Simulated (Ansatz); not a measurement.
# MgSiS3 in R-3c, a phase reached by a soft mode: following an unstable mode, part 2 of 3

Aim: this structure of MgSiS3 in R-3c, a phase reached by a soft mode is to be tested for unstable modes, and one is followed downhill.

Ansatz 0.2.0; DFT LDA, scalar-relativistic, plane waves, PAW; PAW set soft_1.

So far. Step 4 (The mode frozen in, largest atomic shift 0.6 Å): The run ends at a pressure of 1.07 GPa, with forces up to 0.44 eV/Å.

The structure was built from a prototype and need not be the compound's stable phase.

### Step 5. Energy along the mode, all amplitudes (two of the runs are shown above)

An imaginary frequency means negative curvature, so the energy should fall and then rise again as anharmonic terms take over.

Numbers from this step:

```
depth at the lowest point sampled  : 72.50 meV/atom
largest atomic shift at that point : 0.6 Å
```

Table of energy from the parent by largest atomic shift:

```
largest atomic shift (Å)  energy from the parent (meV/atom)
                   0.000                                  0
                   0.040                             -0.723
                   0.080                              -2.87
                   0.140                              -8.59
                   0.220                              -20.2
                   0.320                              -38.7
                   0.450                              -62.3
                   0.600                              -72.5
```

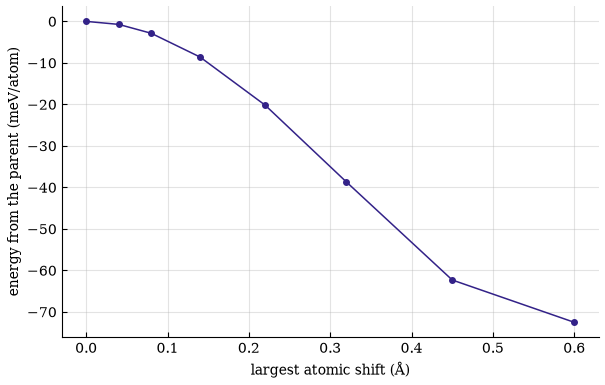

Energy from the parent, plotted against largest atomic shift.

Displacement at unit largest shift by atom:

```
atom  x (Å)  y (Å)  z (Å)  size
 Mg1   0.00   0.00   1.00  1.00
 Mg2   0.00   0.00   1.00  1.00
 Si3   0.00   0.00   0.12  0.12
 Si4   0.00   0.00   0.12  0.12
  S5   0.14  -0.08  -0.29  0.33
  S6   0.14  -0.08  -0.29  0.33
  S7   0.00   0.16  -0.29  0.33
  S8   0.00   0.16  -0.29  0.33
  S9  -0.14  -0.08  -0.29  0.33
 S10  -0.14  -0.08  -0.29  0.33
```

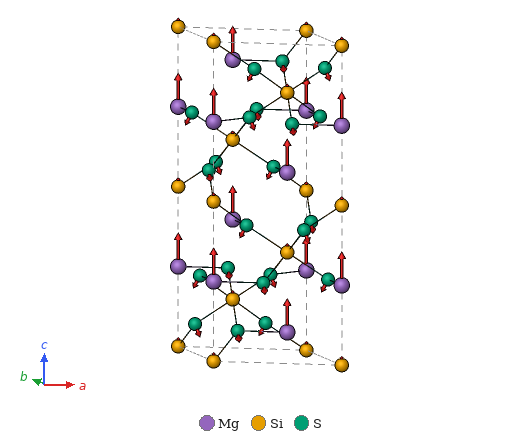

Displacement at unit largest shift as arrows, the longest 1 Å. Bonds to atoms that aren't drawn are left out. Some periodic images of atoms are drawn too.

The lowest of the steps tried is the last one, at 0.6 Å, 72.5 meV/atom below the parent; the bottom of the well need not coincide with a step.

### Step 6. Relaxing from the distorted cell

Starting from the lowest point found, all atoms and the cell are let go, so that strain and other modes of the same symmetry can join in.

File input.yaml:

```yaml
crystal:
  lattice:
    - [3.1022765193, 1.7911001835, 5.0272237154]
    - [-3.1022765193, 1.7911001835, 5.0272237154]
    - [0.0, -3.582200367, 5.0272237154]
  atoms:
    - { symbol: Mg, position: [0.7897833897, 0.7897833897, 0.7897833897] }
    - { symbol: Mg, position: [0.2897833897, 0.2897833897, 0.2897833897] }
    - { symbol: Si, position: [0.5048086918, 0.5048086918, 0.5048086918] }
    - { symbol: Si, position: [0.0048086918, 0.0048086918, 0.0048086918] }
    - { symbol: S, position: [0.1350209631, 0.7208165788, 0.3597898007] }
    - { symbol: S, position: [0.8597898007, 0.2208165788, 0.6350209631] }
    - { symbol: S, position: [0.3597898007, 0.1350209631, 0.7208165788] }
    - { symbol: S, position: [0.6350209631, 0.8597898007, 0.2208165788] }
    - { symbol: S, position: [0.2208165788, 0.6350209631, 0.8597898007] }
    - { symbol: S, position: [0.7208165788, 0.3597898007, 0.1350209631] }
kpoints:
  mp_grid: { grid: [6, 6, 6] }
hamiltonian:
  xc: lda
  pseudopotentials: { kind: paw, azcp: { folder: soft_1 }, xc_functional: pbe }
scf:
  occupations: { method: fixed }
output:
  forces: true
  stress: true
  eigenvalues: true
relax:
  adjacent_minimum: "off"
  f_tol: 0.002
  max_steps: 120
  cell: { stress_tol: 0.03 }
```

Command:

```sh
> ansatz run input.yaml --threads 4 --pin off --max-ram 16384MiB --backend cpu --events-out ev --progress --plain --runs-dir out
```

Numbers of over 12 decimals in the logs are rounded to 6 here.

What it wrote:

```text
[...]
Crystal: 10 atoms, lattice volume = 167.602 Å³
Basis set: ecut = 420 eV, 3287 PW (Γ)
Bands: 42, of which v1, the nominal top of the filled ones, is band 32 counted from 1 (31 counted from 0)
Symmetry: 6 space group operations
[...]
k-points: 32 of 216 (time reversal used)
[...]
SCF iter   1: F=—  HF=-10246.896819 eV  |F-HF|=—  |Δ(HF+E_count)|=         —  Δρ=4.42e-2  dr2=3.68e0  ethr=3.10e-3  ⟨swp⟩=5.0  Hψ=5736  notcnv=0  defer=233
[...]
SCF iter   8: F=-10245.690689 eV  HF=-10245.690689 eV  |F-HF|=1.55e-10  |Δ(HF+E_count)|=   4.58e-8  Δρ=2.44e-6  dr2=1.27e-8  ethr=1.56e-10  ⟨swp⟩=17.0  Hψ=9115  notcnv=0
SCF 1 converged in 8 iterations: F = -10245.690689 eV  dr2 = 1.27e-8
[...]
relax step   1: F+E_penalty+E_count = -10245.69068852 eV  Δ(F+E_penalty+E_count) = +0.000e0 eV  max|allowed force component| = 4.386e-1 eV/Å  Δτ_max = 0.0000 Å  P = +1.074 GPa  Ω = 167.602 Å³  (8 SCF iters, dr2 threshold 1.00e-7 eV, accepted)
Crystal: 10 atoms, lattice volume = 169.847 Å³
Basis set: ecut = 420 eV, 3323 PW (Γ)
[...]
iter 1 solved again at ethr=4.91e-5 eV; its pass at ethr=3.10e-3 eV (dr2=3.15e-2 eV) is discarded
[...]
SCF iter   6: F=-10245.923275 eV  HF=-10245.923275 eV  |F-HF|=9.24e-8  |Δ(HF+E_count)|=   8.39e-8  Δρ=8.66e-6  dr2=1.66e-7  ethr=1.56e-9  ⟨swp⟩=16.1  Hψ=9517  notcnv=0
SCF 2 converged in 6 iterations: F = -10245.923275 eV  dr2 = 1.66e-7
relax step   2: F+E_penalty+E_count = -10245.92327483 eV  Δ(F+E_penalty+E_count) = -2.326e-1 eV  max|allowed force component| = 2.464e-1 eV/Å  Δτ_max = 0.0480 Å  P = -0.077 GPa  Ω = 169.847 Å³  energy of the carried Pulay correction = -4.905e-4 eV  (6 SCF iters, dr2 threshold 1.00e-6 eV, accepted)
Crystal: 10 atoms, lattice volume = 169.421 Å³
[...]
SCF iter   5: F=-10245.955627 eV  HF=-10245.955628 eV  |F-HF|=3.45e-7  |Δ(HF+E_count)|=   1.01e-6  Δρ=1.32e-5  dr2=5.87e-7  ethr=1.56e-9  ⟨swp⟩=15.7  Hψ=9147  notcnv=0
SCF 3 converged in 5 iterations: F = -10245.955627 eV  dr2 = 5.87e-7
[...]
relax step   3: F+E_penalty+E_count = -10245.95562728 eV  Δ(F+E_penalty+E_count) = -3.235e-2 eV  max|allowed force component| = 2.056e-1 eV/Å  Δτ_max = 0.0326 Å  P = +0.040 GPa  Ω = 169.421 Å³  energy of the carried Pulay correction = -3.980e-4 eV  (5 SCF iters, dr2 threshold 1.00e-6 eV, accepted)
[...]
relax step   4: F+E_penalty+E_count = -10245.96275047 eV  Δ(F+E_penalty+E_count) = -7.123e-3 eV  max|allowed force component| = 1.676e-1 eV/Å  Δτ_max = 0.0125 Å  P = +0.005 GPa  Ω = 169.553 Å³  energy of the carried Pulay correction = -4.266e-4 eV  (5 SCF iters, dr2 threshold 1.00e-6 eV, accepted)
[...]
relax step   5: F+E_penalty+E_count = -10245.96964597 eV  Δ(F+E_penalty+E_count) = -6.896e-3 eV  max|allowed force component| = 7.933e-2 eV/Å  Δτ_max = 0.0181 Å  P = +0.164 GPa  Ω = 169.617 Å³  energy of the carried Pulay correction = -4.405e-4 eV  (4 SCF iters, dr2 threshold 1.00e-6 eV, accepted)
[...]
relax step   6: F+E_penalty+E_count = -10245.97249828 eV  Δ(F+E_penalty+E_count) = -2.852e-3 eV  max|allowed force component| = 3.357e-2 eV/Å  Δτ_max = 0.0239 Å  P = -0.237 GPa  Ω = 170.704 Å³  energy of the carried Pulay correction = -6.761e-4 eV  (5 SCF iters, dr2 threshold 3.93e-7 eV, accepted)
[...]
relax step   7: F+E_penalty+E_count = -10245.97379271 eV  Δ(F+E_penalty+E_count) = -1.294e-3 eV  max|allowed force component| = 4.476e-3 eV/Å  Δτ_max = 0.0081 Å  P = -0.031 GPa  Ω = 170.407 Å³  energy of the carried Pulay correction = -6.119e-4 eV  (4 SCF iters, dr2 threshold 2.75e-7 eV, accepted)
[...]
relax step   8: F+E_penalty+E_count = -10245.97382096 eV  Δ(F+E_penalty+E_count) = -2.824e-5 eV  max|allowed force component| = 2.607e-3 eV/Å  Δτ_max = 0.0014 Å  P = +0.005 GPa  Ω = 170.346 Å³  energy of the carried Pulay correction = -5.987e-4 eV  (5 SCF iters, dr2 threshold 3.90e-9 eV, accepted)
[...]
relax step   9: F+E_penalty+E_count = -10245.97382525 eV  Δ(F+E_penalty+E_count) = -4.296e-6 eV  max|allowed force component| = 2.392e-4 eV/Å  Δτ_max = 0.0005 Å  P = -0.000 GPa  Ω = 170.355 Å³  energy of the carried Pulay correction = -6.006e-4 eV  (4 SCF iters, dr2 threshold 4.25e-10 eV, accepted)
[...]
SCF iter   6: F=-10245.975118 eV  HF=-10245.975118 eV  |F-HF|=3.64e-12  |Δ(HF+E_count)|=  4.18e-11  Δρ=5.06e-8  dr2=2.96e-12  ethr=1.00e-12  ⟨swp⟩=18.0  Hψ=9598  notcnv=0
SCF 10 converged in 6 iterations: F = -10245.975118 eV  dr2 = 2.96e-12
relax step  10: F+E_penalty+E_count = -10245.97511825 eV  Δ(F+E_penalty+E_count) = -1.293e-3 eV  max|allowed force component| = 3.536e-4 eV/Å  Δτ_max = 0.0000 Å  P = +0.008 GPa  Ω = 170.355 Å³  stress off target by 2.87e-2 GPa  SCF on the basis re-selected at this cell (its energy is not comparable with the rows above)  (6 SCF iters)
basis re-selected at this cell: Δ(F+E_penalty+E_count) = -1.293e-3 eV, ΔP = +0.008 GPa vs the last step (what re-selecting the basis moved, of the pressure what is left beyond the Pulay correction that the steps carried, after the strain that the cell walked since its last selection, with what the two solves' SCF thresholds leave and, on support functions, any second-order correction that the steps lacked; it is no m [...]
SCF converged after 6 iterations
Free energy (F): -10245.975118 eV
[...]
Internal energy: -10245.975118 eV  (E = F + TS)
E sigma→0 (E₀):  -10245.975118 eV
Fermi energy:    6.857936 eV
[...]
--- Forces (eV/Å), atoms counted from 1 ---
  atom   1  Mg     0.00000000    -0.00000000     0.00007345
  atom   2  Mg    -0.00000000    -0.00000000     0.00007345
  atom   3  Si     0.00000000    -0.00000000    -0.00035360
  atom   4  Si    -0.00000000    -0.00000000    -0.00035360
  atom   5  S      0.00016250     0.00002042     0.00009345
  atom   6  S      0.00006357    -0.00015094     0.00009345
  atom   7  S     -0.00009893     0.00013052     0.00009345
  atom   8  S      0.00009893     0.00013052     0.00009345
  atom   9  S     -0.00016250     0.00002042     0.00009345
  atom  10  S     -0.00006357    -0.00015094     0.00009345
  max |Σ_I F_I| component: 4.29e-7 eV/Å
--- Stress (GPa, compression-positive) ---
       -0.003038      -0.000000       0.000000
       -0.000000      -0.003038       0.000000
        0.000000       0.000000       0.028718
  P = ⅓ Tr σ = 0.0075 GPa (0.075 kbar)
--- Band table (eV; the first three rows and the last of 32) ---
  k-point 0: bands = [... 28 lower, 6.3861, 6.6732, 6.7263, 6.7263, 7.9688, 10.2888, 10.5960, 10.5960, ... 6 higher]
  k-point 1: bands = [... 28 lower, 6.1049, 6.5406, 6.7393, 6.8167, 8.1901, 10.0553, 10.6557, 10.8742, ... 6 higher]
  k-point 2: bands = [... 28 lower, 5.8685, 6.4092, 6.6110, 6.6873, 8.2892, 9.1132, 11.1757, 11.2108, ... 6 higher]
  k-point 31: bands = [... 28 lower, 6.4111, 6.4111, 6.4111, 6.4111, 8.4878, 8.4878, 11.7277, 11.7277, ... 6 higher]
--- Relaxed structure (9 steps of the walk, 9 accepted, 1 SCFs on fresh bases) ---
  F+E_penalty+E_count = -10245.97511825 eV   max|allowed force component| = 3.536e-4 eV/Å   (the final SCF, on the basis selected at the relaxed cell)
  cell:  # Å, volume = 170.3546 Å³
    - [3.039948, 1.755115, 5.321464]
    - [-3.039948, 1.755115, 5.321464]
    - [0, -3.510229, 5.321464]
  atoms:
    - { symbol: Mg, position: [0.794651, 0.794651, 0.794651] }
    - { symbol: Mg, position: [0.294651, 0.294651, 0.294651] }
    - { symbol: Si, position: [0.506441, 0.506441, 0.506441] }
    - { symbol: Si, position: [0.00644054, 0.00644054, 0.00644054] }
    - { symbol: S, position: [0.120487, 0.719685, 0.368955] }
    - { symbol: S, position: [0.868955, 0.219685, 0.620487] }
    - { symbol: S, position: [0.368955, 0.120487, 0.719685] }
    - { symbol: S, position: [0.620487, 0.868955, 0.219685] }
    - { symbol: S, position: [0.219685, 0.620487, 0.868955] }
    - { symbol: S, position: [0.719685, 0.368955, 0.120487] }
```

It took 57 s on 4 threads of Arm Neoverse V1, shared host; peak memory 0.54 GiB; 3.7 min of CPU time.

Relaxation path:

```
step  energy less that of the first step (eV)  largest force component (eV/Å)  pressure (GPa)  volume (Å³)
   1                                   0.0000                          0.4386            1.07       167.60
   2                                  -0.2326                          0.2464           -0.08       169.85
   3                                  -0.2649                          0.2056            0.04       169.42
   4                                  -0.2721                          0.1676            0.00       169.55
   5                                  -0.2790                          0.0793            0.16       169.62
   6                                  -0.2818                          0.0336           -0.24       170.70
   7                                  -0.2831                          0.0045           -0.03       170.41
   8                                  -0.2831                          0.0026            0.00       170.35
   9                                  -0.2831                          0.0002            0.00       170.35
 10*                                  -0.2844                          0.0004            0.01       170.35
```

Relaxation steps marked * repeat the geometry before them on a plane-wave basis chosen anew for their cell, so energy and pressure can jump there.

The run keeps the 6 symmetry operations that it works with, so distortions that break them were not tested.

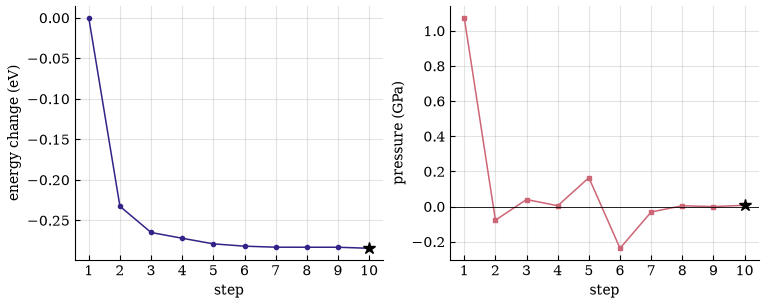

Energy and pressure along the relaxation. Stars mark steps on a basis chosen anew.

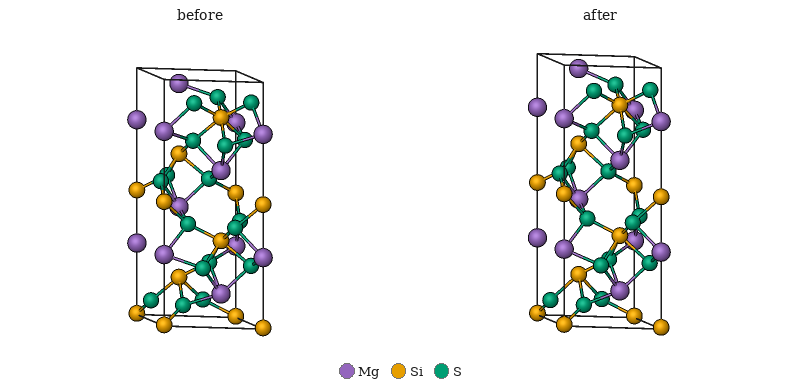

The structure before and after the relaxation, drawn at the same scale. Bonds to atoms that aren't drawn are left out.

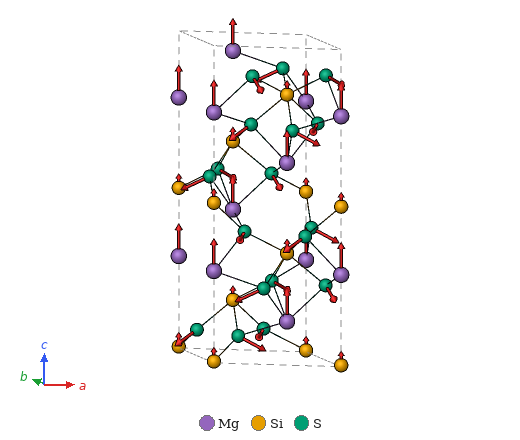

Displacements in the relaxation, exaggerated, measured against the changing cell; the longest in the cell stands for 0.08 Å. Bonds to atoms that aren't drawn are left out. Some periodic images of atoms are drawn too.

```
conventional cell, symmetrised  before   after  change
                         a (Å)   6.205   6.080  -2.0 %
                         b (Å)   6.205   6.080  -2.0 %
                         c (Å)  15.082  15.964  +5.9 %
              volume (Å³/atom)   16.76   17.04  +1.6 %
```

The atoms that moved most (Å, as changes of fractional coordinates times the final cell):

```
atom      dx      dy      dz  length
  S6   0.031   0.065  -0.035   0.080
 S10  -0.031   0.065  -0.035   0.080
  S7   0.072  -0.005  -0.035   0.080
  S8  -0.072  -0.005  -0.035   0.080
  S9   0.041  -0.060  -0.035   0.080
  S5  -0.041  -0.060  -0.035   0.080
 Mg2   0.000   0.000   0.078   0.078
 Mg1   0.000   0.000   0.078   0.078
```

Numbers from this step:

```
pressure          : 0.007548 GPa
gap on the k-mesh : 1.111 eV
volume per atom   : 17.04 Å³
```

The distorted start has space group R3c; the relaxation ends in R3c.

### Step 7. The new phase in its own primitive cell

The relaxed structure is symmetrised, reduced to its primitive cell and relaxed tightly, as its phonons need.

File input.yaml:

```yaml
crystal:
  lattice:
    - [3.0399477188, 1.7551146338, 5.3214639675]
    - [-3.0399477188, 1.7551146338, 5.3214639675]
    - [0.0, -3.5102292676, 5.3214639675]
  atoms:
    - { symbol: Mg, position: [0.2053486484, 0.2053486484, 0.2053486484] }
    - { symbol: Mg, position: [0.7053486484, 0.7053486484, 0.7053486484] }
    - { symbol: Si, position: [0.4935594629, 0.4935594629, 0.4935594629] }
    - { symbol: Si, position: [0.9935594629, 0.9935594629, 0.9935594629] }
    - { symbol: S, position: [0.6310447017, 0.2803146321, 0.8795131308] }
    - { symbol: S, position: [0.3795131308, 0.7803146321, 0.1310447017] }
    - { symbol: S, position: [0.2803146321, 0.8795131308, 0.6310447017] }
    - { symbol: S, position: [0.7803146321, 0.1310447017, 0.3795131308] }
    - { symbol: S, position: [0.1310447017, 0.3795131308, 0.7803146321] }
    - { symbol: S, position: [0.8795131308, 0.6310447017, 0.2803146321] }
kpoints:
  mp_grid: { grid: [6, 6, 6] }
hamiltonian:
  xc: lda
  pseudopotentials: { kind: paw, azcp: { folder: soft_1 }, xc_functional: pbe }
scf:
  occupations: { method: fixed }
output:
  forces: true
  stress: true
  eigenvalues: true
relax:
  adjacent_minimum: "off"
  f_tol: 0.001
  max_steps: 60
  cell: { stress_tol: 0.01 }
```

What it wrote:

```text
[...]
Crystal: 10 atoms, lattice volume = 170.355 Å³
Basis set: ecut = 420 eV, 3323 PW (Γ)
Bands: 42, of which v1, the nominal top of the filled ones, is band 32 counted from 1 (31 counted from 0)
Symmetry: 6 space group operations
[...]
k-points: 32 of 216 (time reversal used)
[...]
- { symbol: Si, position: [0.493564, 0.493564, 0.493564] }
    - { symbol: Si, position: [0.993564, 0.993564, 0.993564] }
    - { symbol: S, position: [0.631044, 0.280323, 0.879511] }
    - { symbol: S, position: [0.379511, 0.780323, 0.131044] }
    - { symbol: S, position: [0.280323, 0.879511, 0.631044] }
    - { symbol: S, position: [0.780323, 0.131044, 0.379511] }
    - { symbol: S, position: [0.131044, 0.379511, 0.780323] }
    - { symbol: S, position: [0.879511, 0.631044, 0.280323] }
[key lines of the parts left out:]
SCF converged after 10 iterations
Free energy (F): -10245.975124 eV
Fermi energy:    6.856436 eV
P = ⅓ Tr σ = 0.0008 GPa (0.008 kbar)
```

Run time: 24 s. Hardware: 4 threads; peak memory 0.54 GiB.

Little changed from the start: no atom moved by 0.005 Å and no cell edge by 0.1 %.

This step gave:

| Item | Value |
| --- | --- |
| pressure | 8.29e-4 GPa |
| gap on the k-mesh | 1.109 eV |
| direct gap on mesh | 1.240 eV |

The largest force component left is 0.65 meV/Å and the pressure is 0.001 GPa, within the tolerances set. The cell now holds 17.04 Å³/atom.

[end of part 2 of 3]

[Logs are printed without paths, hosts, clocks, repeated set-up lines and the standing remarks that a program may print on its own settings, such as how far it seeks lower states.]

[Hosts, paths, dates, database ids (printed as entryN), source tags and the programs' standing remarks are cut or masked in the printed files.]
